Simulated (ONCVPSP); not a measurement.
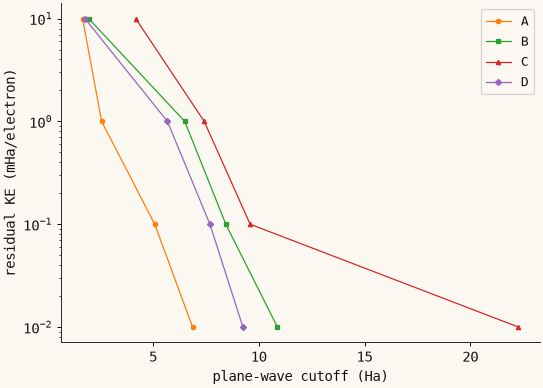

The residual kinetic energy of the 6s wave for 4 variants of one potential.

Base settings:

Lanthanum (La), optimised norm-conserving Vanderbilt (ONCV), made with ONCVPSP 4.0.1 (Wu-Cohen, fully relativistic). Core [Kr] 4d10, reference 5s2 5p6 5d1.5 6s1.5. Waves: 5s+6s: rc 2.80 bohr, ncon 4, nbas 8, qcut 4.4 1/bohr, 3 projectors, debl 3.2 Ha; 5p: rc 1.65 bohr, ncon 3, nbas 7, qcut 4.9 1/bohr, 3 projectors, debl 1.2 Ha; 5d: rc 3.10 bohr, ncon 4, nbas 9, qcut 4.7 1/bohr, 3 projectors, debl 3.3 Ha; f scattering state at 0.23 Ha: rc 2.85 bohr, ncon 3, nbas 6, qcut 3.3 1/bohr, 2 projectors, debl 0.5 Ha. Local part: polynomial inside 1.35 bohr (lpopt 5, dvloc0 1 Ha). Core correction: Teter function, fcfact 3.5, rcfact 1.4.

In the f channel the program set the typed energies aside and used -0.126, 0.374 Ha.

Q: The variants differ in the scale factor on all radii: 0.80, 0.91, 1.00, 1.32. Which curve belongs to which value?

A: A: 1.32; B: 0.91; C: 0.80; D: 1.00.

Q: What did the other tests of these runs give?

A: A: loose cutoff 8.5 Ha; bound ghosts flagged none; largest test error -15 meV. B: loose cutoff 21 Ha; bound ghosts flagged p3/2, p1/2; largest test error -5.8 meV. C: loose cutoff 82 Ha; bound ghosts flagged s, p3/2, p1/2; largest test error -4.0 meV. D: loose cutoff 15 Ha; bound ghosts flagged none; largest test error -6.8 meV. The loose cutoff is the first of the cutoffs at which the residual kinetic energy of the hardest occupied pseudo-wave falls to 1 and 0.1 mHa per electron.
